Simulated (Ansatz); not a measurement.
**C₄H₆BClO₂: one molecule under many settings**

How do the results and run time of C₄H₆BClO₂ respond when the settings are drawn wide?

The runs use Ansatz 0.2.0, Gaussian basis; the settings change from run to run.

### Step 1. The geometry

The geometry comes from an earlier relaxation with PBE0-D4 in a triple-zeta def2 set; it is a stationary point, not always the lowest conformer.

SMILES `C[B-]1(Cl)OC=CC=[O+]1`, 14 atoms, charge 0, spin multiplicity 1.

Atoms are counted from 1 here; the program's logs count them from 0.

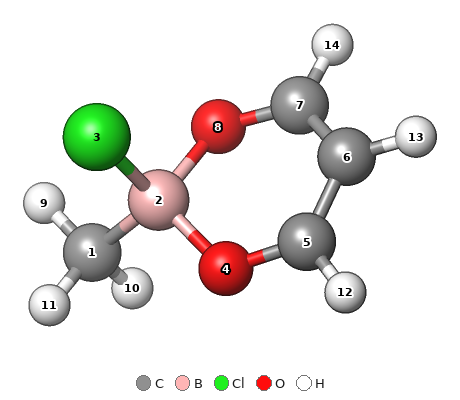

The structure; carbon grey, boron pink, chlorine green, oxygen red, hydrogen white; atoms are numbered from 1 in the order of the file.

### Step 2. r2SCAN/cc-pVTZ-DK

This run has charge +1, multiplicity 2, D4 dispersion.

File in.yaml:

```yaml
crystal:
  periodic: [false, false, false]
  atoms:
    - {symbol: C, position_ang: [-0.706132, -2.063351, 0.377355]}
    - {symbol: B, position_ang: [0.113869, -0.835334, -0.169273]}
    - {symbol: Cl, position_ang: [1.495800, -1.273324, -1.327428]}
    - {symbol: O, position_ang: [-0.788281, 0.128051, -0.928435]}
    - {symbol: C, position_ang: [-0.525158, 1.370931, -0.961350]}
    - {symbol: C, position_ang: [0.414035, 1.977954, -0.146364]}
    - {symbol: C, position_ang: [0.949704, 1.198717, 0.863809]}
    - {symbol: O, position_ang: [0.747212, -0.051304, 0.971795]}
    - {symbol: H, position_ang: [-0.056484, -2.750820, 0.923475]}
    - {symbol: H, position_ang: [-1.506138, -1.745575, 1.053765]}
    - {symbol: H, position_ang: [-1.161122, -2.621740, -0.443671]}
    - {symbol: H, position_ang: [-1.134563, 1.955151, -1.651105]}
    - {symbol: H, position_ang: [0.600495, 3.039213, -0.196934]}
    - {symbol: H, position_ang: [1.543762, 1.642230, 1.663062]}
basis:
  gaussian: {orbitals: cc-pVTZ-DK}
total_charge: 1
magnetization: {spin_polarized: true, initial_magnetization: 1}
hamiltonian: {xc: {name: r2SCAN}, dispersion: d4}
output: {forces: true}
```

Launch:

```bash
$ ansatz run in.yaml --threads 4 --pin off --events-out ev --progress --plain --max-ram 11315MiB
```

Log, shortened:

```text
Functional definition: r2SCAN
  name "r2SCAN"
  cite "Furness, Kaplan, Ning, Perdew & Sun, J. Phys. Chem. Lett. 11, 8208 (2020) doi:10.1021/acs.jpclett.0c02405"
  cite "Furness, Kaplan, Ning, Perdew & Sun, J. Phys. Chem. Lett. 11, 9248 (2020) doi:10.1021/acs.jpclett.0c03077"
  parent r2scan
[...]
1845 factors; their error is unknown
[...]
mean field -21573.39679548 eV, -792.8077092604 hartree, gradient 1.8e-5 eV, S^2 0.760271; 6 other end points of the search recorded, 0 dependent functions left out
[...]
reference -21573.39680912 eV, -792.8077097615 hartree; 34, 33 occupied and 294, 295 virtual orbitals, 1845 factors
Total energy: -21573.49120176 eV, -792.8111786273 hartree
Relativity: scalar
Atom 0 at    -0.706132    -2.063351     0.377355 Å, force    -0.526171    -1.454413     0.287876 eV/Å
Atom 1 at     0.113869    -0.835334    -0.169273 Å, force     0.218894     1.698145    -0.017921 eV/Å
Atom 2 at     1.495800    -1.273324    -1.327428 Å, force    -0.253742    -0.289275     0.177991 eV/Å
Atom 3 at    -0.788281     0.128051    -0.928435 Å, force     0.458299    -0.548723    -0.009492 eV/Å
Atom 4 at    -0.525158     1.370931    -0.961350 Å, force    -1.083493     0.162210    -0.750458 eV/Å
Atom 5 at     0.414035     1.977954    -0.146364 Å, force     0.226573     0.342319    -0.152112 eV/Å
Atom 6 at     0.949704     1.198717     0.863809 Å, force     0.513453    -0.027299     1.224839 eV/Å
Atom 7 at     0.747212    -0.051304     0.971795 Å, force     0.057879    -0.500169    -0.505399 eV/Å
Atom 8 at    -0.056484    -2.750820     0.923475 Å, force     0.118694     0.151248    -0.065512 eV/Å
Atom 9 at    -1.506138    -1.745575     1.053765 Å, force     0.158053     0.354866    -0.094236 eV/Å
Atom 10 at    -1.161122    -2.621740    -0.443671 Å, force     0.102938     0.153014    -0.084867 eV/Å
Atom 11 at    -1.134563     1.955151    -1.651105 Å, force    -0.048144    -0.035997     0.056811 eV/Å
Atom 12 at     0.600495     3.039213    -0.196934 Å, force     0.125956     0.026988    -0.099068 eV/Å
Atom 13 at     1.543762     1.642230     1.663062 Å, force    -0.069188    -0.032913     0.031549 eV/Å
Dipole moment:    -0.232418     1.007557     0.282933 e Å
```

It took 46 s on 4 threads of Arm Neoverse V1, shared host; peak memory 1 GiB.

Largest force 1.712 eV/Å, ⟨S²⟩ 0.760.

### Step 3. RPBE/aug-cc-pVTZ

Set apart from the defaults: D4 dispersion, the search for lower states set to off.

Edit in.yaml of step 2 so:

```diff
@@ -18,6 +18,4 @@
 basis:
-  gaussian: {orbitals: cc-pVTZ-DK}
-total_charge: 1
-magnetization: {spin_polarized: true, initial_magnetization: 1}
-hamiltonian: {xc: {name: r2SCAN}, dispersion: d4}
-output: {forces: true}
+  gaussian: {orbitals: aug-cc-pVTZ}
+hamiltonian: {xc: {name: RPBE}, dispersion: d4}
+scf: {lower_state_search: off}
```

Launched as before.

Log, shortened:

```text
Functional definition: RPBE
  name "RPBE"
  cite "Hammer, Hansen & Nørskov, Phys. Rev. B 59, 7413 (1999) doi:10.1103/PhysRevB.59.7413"
  cite "Perdew, Burke & Ernzerhof, Phys. Rev. Lett. 77, 3865 (1996) doi:10.1103/PhysRevLett.77.3865"
[...]
2189 factors; their error is unknown
[...]
mean field -21543.96289284 eV, -791.7260332894 hartree, gradient 4.5e-6 eV, S^2 0.000000; 0 other end points of the search recorded, 0 dependent functions left out
reference -21543.96296776 eV, -791.7260360426 hartree; 34, 34 occupied and 476, 476 virtual orbitals, 2189 factors
Total energy: -21545.42244024 eV, -791.7796706670 hartree
Checks for a lower state left out: stability, starts, cluster_reference, orbital_swaps, neighbouring_geometries, increment
```

It took 7 s on 4 threads of Arm Neoverse V1, shared host; peak memory 1.4 GiB.

### Step 4. wB97X/x2c-TZVPPall

This run has the search for lower states set to off.

Edit in.yaml of step 3 so:

```diff
@@ -18,4 +18,5 @@
 basis:
-  gaussian: {orbitals: aug-cc-pVTZ}
-hamiltonian: {xc: {name: RPBE}, dispersion: d4}
+  gaussian: {orbitals: x2c-TZVPPall}
+hamiltonian: {xc: {name: wB97X}}
 scf: {lower_state_search: off}
+output: {forces: true}
```

Launched as before.

Log, shortened:

```text
Functional definition: wB97X
  name "wB97X"
  cite "Chai & Head-Gordon, J. Chem. Phys. 128, 084106 (2008) doi:10.1063/1.2834918"
  cite "Becke, J. Chem. Phys. 107, 8554 (1997) doi:10.1063/1.475007"
[...]
  # The coefficients of nought are those of the uniform gas.
[...]
      + exact_x_lr(omega)
[...]
      + integral(e_c_pw_opposite_spin*poly(b97_u_opposite, 1, cos1, cos2, cos3, cos4))
[...]
1843 factors; their error is unknown
423 factors; integrals over basis functions are off by at most 6.9e-6 eV
[...]
mean field -21586.30056229 eV, -793.2819139442 hartree, gradient 6.9e-6 eV, S^2 0.000000; 0 other end points of the search recorded, 0 dependent functions left out
[...]
reference -21586.30052385 eV, -793.2819125314 hartree; 34, 34 occupied and 309, 309 virtual orbitals, 1843 factors
Total energy: -21586.30052385 eV, -793.2819125314 hartree
Relativity: scalar
[...]
Atom 6 at     0.949704     1.198717     0.863809 Å, force     0.045566     0.038317     0.050721 eV/Å
Atom 7 at     0.747212    -0.051304     0.971795 Å, force     0.043696     0.127036     0.124880 eV/Å
Atom 8 at    -0.056484    -2.750820     0.923475 Å, force    -0.029571     0.033928    -0.025547 eV/Å
Atom 9 at    -1.506138    -1.745575     1.053765 Å, force     0.043654    -0.018207    -0.037014 eV/Å
Atom 10 at    -1.161122    -2.621740    -0.443671 Å, force     0.021547     0.027886     0.037813 eV/Å
Atom 11 at    -1.134563     1.955151    -1.651105 Å, force     0.028807    -0.035245     0.029829 eV/Å
Atom 12 at     0.600495     3.039213    -0.196934 Å, force    -0.007947    -0.050913     0.001764 eV/Å
Atom 13 at     1.543762     1.642230     1.663062 Å, force    -0.026439    -0.028142    -0.037725 eV/Å
Dipole moment:    -0.242650     1.058543     0.295966 e Å
Checks for a lower state left out: stability, starts, cluster_reference, orbital_swaps, neighbouring_geometries, increment
```

Run time: 16 s. Hardware: 4 threads of Arm Neoverse V1, shared host; peak memory 1.6 GiB.

Largest force 0.253 eV/Å, dipole 5.41 D.

### Step 5. RPBE/aug-cc-pVTZ

Set apart from the defaults: atoms shaken by 0.08 Å, finite nuclei, D3(BJ) with three-body dispersion.

File in.yaml:

```yaml
crystal:
  periodic: [false, false, false]
  atoms:
    - {symbol: C, position_ang: [-0.642299, -2.003241, 0.351526]}
    - {symbol: B, position_ang: [0.044213, -0.843637, -0.083713]}
    - {symbol: Cl, position_ang: [1.520417, -1.257713, -1.459165]}
    - {symbol: O, position_ang: [-0.666539, 0.196607, -0.854808]}
    - {symbol: C, position_ang: [-0.491180, 1.341470, -1.021450]}
    - {symbol: C, position_ang: [0.419995, 1.981859, -0.061445]}
    - {symbol: C, position_ang: [1.067282, 1.363558, 0.890727]}
    - {symbol: O, position_ang: [0.818303, 0.035970, 0.944759]}
    - {symbol: H, position_ang: [0.076385, -2.917484, 0.953289]}
    - {symbol: H, position_ang: [-1.540773, -1.643699, 0.964833]}
    - {symbol: H, position_ang: [-1.197147, -2.670407, -0.271351]}
    - {symbol: H, position_ang: [-1.143587, 1.918042, -1.698991]}
    - {symbol: H, position_ang: [0.566176, 3.006200, -0.072286]}
    - {symbol: H, position_ang: [1.484262, 1.489692, 1.728400]}
basis:
  gaussian: {orbitals: aug-cc-pVTZ, nuclear_model: gaussian}
hamiltonian: {xc: {name: RPBE}, dispersion: d3bjatm}
output: {forces: true}
```

Same command.

Log, shortened:

```text
Functional definition: RPBE
  name "RPBE"
  cite "Hammer, Hansen & Nørskov, Phys. Rev. B 59, 7413 (1999) doi:10.1103/PhysRevB.59.7413"
  cite "Perdew, Burke & Ernzerhof, Phys. Rev. Lett. 77, 3865 (1996) doi:10.1103/PhysRevLett.77.3865"
[...]
2189 factors; their error is unknown
[...]
mean field -21540.46476739 eV, -791.5974795500 hartree, gradient 4.5e-5 eV, S^2 0.000000; 0 other end points of the search recorded, 0 dependent functions left out
[...]
reference -21540.46484227 eV, -791.5974823021 hartree; 34, 34 occupied and 476, 476 virtual orbitals, 2189 factors
Total energy: -21542.24474309 eV, -791.6628924507 hartree
Atom 0 at    -0.642299    -2.003241     0.351526 Å, force    -1.989429    -5.703852     4.484537 eV/Å
Atom 1 at     0.044213    -0.843637    -0.083713 Å, force     5.671140     4.740800    -1.974467 eV/Å
[...]
Atom 4 at    -0.491180     1.341470    -1.021450 Å, force     2.688716     7.701201     2.333867 eV/Å
Atom 5 at     0.419995     1.981859    -0.061445 Å, force    -1.409291     2.603318    -3.580730 eV/Å
Atom 6 at     1.067282     1.363558     0.890727 Å, force    -4.211186    -6.986274    -4.386411 eV/Å
Atom 7 at     0.818303     0.035970     0.944759 Å, force     0.155041    -1.770344     0.610758 eV/Å
Atom 8 at     0.076385    -2.917484     0.953289 Å, force    -1.901125     3.026077    -1.173306 eV/Å
Atom 9 at    -1.540773    -1.643699     0.964833 Å, force     1.093877    -0.487594     0.381043 eV/Å
Atom 10 at    -1.197147    -2.670407    -0.271351 Å, force    -0.042647    -0.223498    -1.560763 eV/Å
Atom 11 at    -1.143587     1.918042    -1.698991 Å, force     0.303161    -0.005263    -0.105678 eV/Å
Atom 12 at     0.566176     3.006200    -0.072286 Å, force    -0.014272     2.329173    -0.563453 eV/Å
Atom 13 at     1.484262     1.489692     1.728400 Å, force     3.921543     2.916299     6.165192 eV/Å
Dipole moment:    -0.631325     0.882810     0.353136 e Å
```

It took 15 s on 4 threads of Arm Neoverse V1, shared host; peak memory 1.5 GiB.

Largest force 9.262 eV/Å, dipole 5.48 D.

### Step 6. PBE0-DH/STO-3G

Options: the search for lower states set to off.

File in.yaml:

```yaml
crystal:
  periodic: [false, false, false]
  atoms:
    - {symbol: C, position_ang: [-0.706132, -2.063351, 0.377355]}
    - {symbol: B, position_ang: [0.113869, -0.835334, -0.169273]}
    - {symbol: Cl, position_ang: [1.495800, -1.273324, -1.327428]}
    - {symbol: O, position_ang: [-0.788281, 0.128051, -0.928435]}
    - {symbol: C, position_ang: [-0.525158, 1.370931, -0.961350]}
    - {symbol: C, position_ang: [0.414035, 1.977954, -0.146364]}
    - {symbol: C, position_ang: [0.949704, 1.198717, 0.863809]}
    - {symbol: O, position_ang: [0.747212, -0.051304, 0.971795]}
    - {symbol: H, position_ang: [-0.056484, -2.750820, 0.923475]}
    - {symbol: H, position_ang: [-1.506138, -1.745575, 1.053765]}
    - {symbol: H, position_ang: [-1.161122, -2.621740, -0.443671]}
    - {symbol: H, position_ang: [-1.134563, 1.955151, -1.651105]}
    - {symbol: H, position_ang: [0.600495, 3.039213, -0.196934]}
    - {symbol: H, position_ang: [1.543762, 1.642230, 1.663062]}
basis:
  gaussian: {orbitals: STO-3G}
hamiltonian: {xc: {name: PBE0-DH}}
scf: {lower_state_search: off}
```

The command is unchanged.

Log, shortened:

```text
Functional definition: PBE0-DH
  name "PBE0-DH"
  cite "Brémond & Adamo, J. Chem. Phys. 135, 024106 (2011) doi:10.1063/1.3604569"
  cite "Perdew, Burke & Ernzerhof, Phys. Rev. Lett. 77, 3865 (1996) doi:10.1103/PhysRevLett.77.3865"
[...]
691 factors; integrals over basis functions are off by at most 6.3e-5 eV
[...]
mean field -21271.73596844 eV, -781.7218783396 hartree, gradient 8.6e-6 eV, S^2 0.000000; 0 other end points of the search recorded, 0 dependent functions left out
12 core orbitals not correlated: weight in the atoms' cores, before any rotation towards them, 1.000 or more for the frozen orbitals, at most 0.000 for the correlated occupied ones
reference -21271.73598265 eV, -781.7218788620 hartree; 22, 22 occupied and 16, 16 virtual orbitals, 691 factors
second order -13.31146396 eV of doubles, -0.00000000 eV of singles
Total energy: -21273.39991565 eV, -781.7830272717 hartree
Checks for a lower state left out: stability, starts, cluster_reference, orbital_swaps, neighbouring_geometries, increment
```

Wall time 0.7 s (4 threads of Arm Neoverse V1, shared host).

### Step 7. B97/def2-TZVPD

Options: density fitting with cc-pVTZ-jkfit, high accuracy, the search for lower states set to off.

Edit in.yaml of step 6 so:

```diff
@@ -18,4 +18,5 @@
 basis:
-  gaussian: {orbitals: STO-3G}
-hamiltonian: {xc: {name: PBE0-DH}}
+  gaussian: {orbitals: def2-TZVPD, fitting: {mean_field: cc-pVTZ-jkfit}}
+hamiltonian: {xc: {name: B97}}
+accuracy: high
 scf: {lower_state_search: off}
```

Same command.

Log, shortened:

```text
Functional definition: B97
  name "B97"
  cite "Becke, J. Chem. Phys. 107, 8554 (1997) doi:10.1063/1.475007"
[...]
      + integral(e_c_pw_opposite_spin*poly(b97_u_opposite, cos0, cos1, cos2))
[...]
854 factors; integrals over basis functions are off by at most 6.9e-1 eV
[...]
mean field -21540.56095746 eV, -791.6010144701 hartree, gradient 3.2e-8 eV, S^2 0.000000; 0 other end points of the search recorded, 0 dependent functions left out
reference -21540.56096116 eV, -791.6010146059 hartree; 34, 34 occupied and 331, 331 virtual orbitals, 854 factors
Total energy: -21540.56096116 eV, -791.6010146059 hartree
Checks for a lower state left out: stability, starts, cluster_reference, orbital_swaps, neighbouring_geometries, increment
```

It took 23 s on 4 threads of Arm Neoverse V1, shared host; peak memory 1 GiB.

### Step 8. SPW92/def2-TZVPP

Edit in.yaml of step 7 so:

```diff
@@ -18,5 +18,4 @@
 basis:
-  gaussian: {orbitals: def2-TZVPD, fitting: {mean_field: cc-pVTZ-jkfit}}
-hamiltonian: {xc: {name: B97}}
-accuracy: high
-scf: {lower_state_search: off}
+  gaussian: {orbitals: def2-TZVPP}
+hamiltonian: {xc: {name: SPW92}}
+output: {forces: true}
```

Launched as before.

Log, shortened:

```text
Functional definition: SPW92
  name "SPW92"
  cite "Dirac, Proc. Camb. Phil. Soc. 26, 376 (1930) doi:10.1017/S0305004100016108"
  cite "Slater, Phys. Rev. 81, 385 (1951) doi:10.1103/PhysRev.81.385"
  cite "Perdew & Wang, Phys. Rev. B 45, 13244 (1992) doi:10.1103/PhysRevB.45.13244"
[...]
1839 factors; their error is unknown
[...]
mean field -21429.29447291 eV, -787.5120465820 hartree, gradient 2.5e-5 eV, S^2 0.000000; 0 other end points of the search recorded, 0 dependent functions left out
[...]
reference -21429.29451699 eV, -787.5120482020 hartree; 34, 34 occupied and 309, 309 virtual orbitals, 1839 factors
Total energy: -21429.29451699 eV, -787.5120482020 hartree
Atom 0 at    -0.706132    -2.063351     0.377355 Å, force     0.279611     0.450339    -0.183282 eV/Å
Atom 1 at     0.113869    -0.835334    -0.169273 Å, force    -0.061424    -0.038779     0.044531 eV/Å
[...]
Atom 4 at    -0.525158     1.370931    -0.961350 Å, force     0.256243     0.099799     0.208293 eV/Å
Atom 5 at     0.414035     1.977954    -0.146364 Å, force    -0.087239    -0.514563     0.020629 eV/Å
Atom 6 at     0.949704     1.198717     0.863809 Å, force    -0.137817     0.142662    -0.280159 eV/Å
Atom 7 at     0.747212    -0.051304     0.971795 Å, force    -0.097910    -0.349449    -0.204560 eV/Å
Atom 8 at    -0.056484    -2.750820     0.923475 Å, force     0.175981    -0.163151     0.128558 eV/Å
Atom 9 at    -1.506138    -1.745575     1.053765 Å, force    -0.187927     0.085086     0.159862 eV/Å
Atom 10 at    -1.161122    -2.621740    -0.443671 Å, force    -0.102350    -0.130682    -0.215851 eV/Å
Atom 11 at    -1.134563     1.955151    -1.651105 Å, force    -0.209732     0.191407    -0.222242 eV/Å
Atom 12 at     0.600495     3.039213    -0.196934 Å, force     0.064038     0.346987    -0.018890 eV/Å
Atom 13 at     1.543762     1.642230     1.663062 Å, force     0.188542     0.145434     0.271250 eV/Å
Dipole moment:    -0.218711     0.979603     0.269190 e Å
```

It took 3.6 s on 4 threads of Arm Neoverse V1, shared host; peak memory 0.6 GiB.

Largest force 0.561 eV/Å, dipole 4.99 D.

### Step 9. B97/def2-mTZVPP

This run has charge +1, multiplicity 2, density fitting with cc-pVTZ-jkfit, a point charge of 2.00 e beside it.

Edit in.yaml of step 8 so:

```diff
@@ -18,4 +18,6 @@
 basis:
-  gaussian: {orbitals: def2-TZVPP}
-hamiltonian: {xc: {name: SPW92}}
+  gaussian: {orbitals: def2-mTZVPP, fitting: {mean_field: cc-pVTZ-jkfit}, point_charges: [{charge: 2.00, position_ang: [5.847, 0.443, -0.226]}]}
+total_charge: 1
+magnetization: {spin_polarized: true, initial_magnetization: 1}
+hamiltonian: {xc: {name: B97}}
 output: {forces: true}
```

Same command.

Log, shortened:

```text
Functional definition: B97
  name "B97"
  cite "Becke, J. Chem. Phys. 107, 8554 (1997) doi:10.1063/1.475007"
[...]
      + integral(e_c_pw_opposite_spin*poly(b97_u_opposite, cos0, cos1, cos2))
854 factors; integrals over basis functions are off by at most 2.1e-1 eV
[...]
mean field -21526.05607913 eV, -791.0679700233 hartree, gradient 5.4e-5 eV, S^2 0.759123; 3 other end points of the search recorded, 0 dependent functions left out
[...]
reference -21526.05610502 eV, -791.0679709745 hartree; 34, 33 occupied and 166, 167 virtual orbitals, 854 factors
Total energy: -21526.05610502 eV, -791.0679709745 hartree
Atom 0 at    -0.706132    -2.063351     0.377355 Å, force    -0.845084    -1.740547     0.610047 eV/Å
Atom 1 at     0.113869    -0.835334    -0.169273 Å, force    -0.088374     1.780047    -0.060249 eV/Å
[...]
Atom 4 at    -0.525158     1.370931    -0.961350 Å, force    -1.721487    -0.091978    -1.123530 eV/Å
Atom 5 at     0.414035     1.977954    -0.146364 Å, force     0.574814     0.459744     0.217129 eV/Å
Atom 6 at     0.949704     1.198717     0.863809 Å, force     0.218811     0.282587     1.230134 eV/Å
Atom 7 at     0.747212    -0.051304     0.971795 Å, force     0.275026    -0.751603    -0.587110 eV/Å
Atom 8 at    -0.056484    -2.750820     0.923475 Å, force     0.254241     0.084089     0.020217 eV/Å
Atom 9 at    -1.506138    -1.745575     1.053765 Å, force     0.049314     0.404634    -0.004887 eV/Å
Atom 10 at    -1.161122    -2.621740    -0.443671 Å, force     0.060488     0.144835    -0.317108 eV/Å
Atom 11 at    -1.134563     1.955151    -1.651105 Å, force    -0.150373     0.042959    -0.008840 eV/Å
Atom 12 at     0.600495     3.039213    -0.196934 Å, force     0.068831     0.223449    -0.101755 eV/Å
Atom 13 at     1.543762     1.642230     1.663062 Å, force    -0.111597     0.065470     0.167086 eV/Å
Dipole moment:    -0.869606     1.014382     0.324836 e Å
```

It took 18 s on 4 threads of Arm Neoverse V1, shared host; peak memory 0.79 GiB.

Largest force 2.058 eV/Å, ⟨S²⟩ 0.759.

### Step 10. All runs side by side

| level | charge | multiplicity | geometry | functions | energy (eV) | time |
| --- | --- | --- | --- | --- | --- | --- |
| r2SCAN/cc-pVTZ-DK | 1 | 2 | relaxed | 328 | -21573.491 | 46 s |
| RPBE/aug-cc-pVTZ | 0 | 1 | relaxed | 510 | -21545.422 | 7 s |
| wB97X/x2c-TZVPPall | 0 | 1 | relaxed | 343 | -21586.301 | 16 s |
| RPBE/aug-cc-pVTZ | 0 | 1 | shaken | 510 | -21542.245 | 15 s |
| PBE0-DH/STO-3G | 0 | 1 | relaxed | 50 | -21273.400 | 0.7 s |
| B97/def2-TZVPD | 0 | 1 | relaxed | 365 | -21540.561 | 23 s |
| SPW92/def2-TZVPP | 0 | 1 | relaxed | 343 | -21429.295 | 3.6 s |
| B97/def2-mTZVPP | 1 | 2 | relaxed, point charge | 200 | -21526.056 | 18 s |

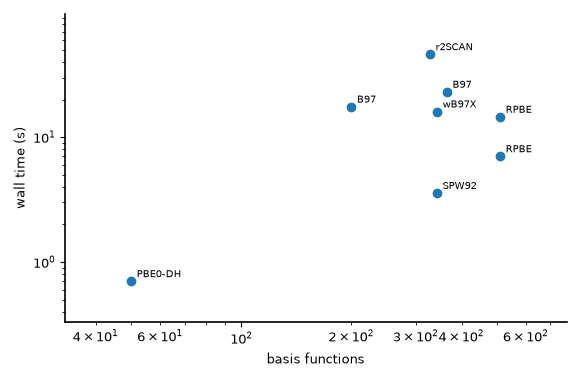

Wall time against the number of basis functions (shared host).

### Step 11. Summary of results

| quantity | value |
| --- | --- |
| runs | 8 |
| quickest | PBE0-DH/STO-3G, 0.7 s |
| slowest | r2SCAN/cc-pVTZ-DK, 46 s |
| spread of total energies, same state and geometry | 312.9 eV |
| dipole, same state and geometry | 4.99 to 5.41 D |

**Reading.** r2SCAN/cc-pVTZ-DK took 66 times as long as PBE0-DH/STO-3G. The jobs differ in tasks and options as well as level. Total energies at one charge and spin differ by 313 eV between levels, so only differences within one level mean anything. Some of these runs are scalar-relativistic and others not, which shifts the totals of all-electron atoms past neon by several eV an atom and more; core potentials, where a basis has them, take the core out of the total altogether. At the PBE0-D4/def2-TZVP geometry and in the same state, the sound runs without point charges leave forces up to 0.56 eV/Å (SPW92/def2-TZVPP), against 9.3 eV/Å where the atoms were moved.
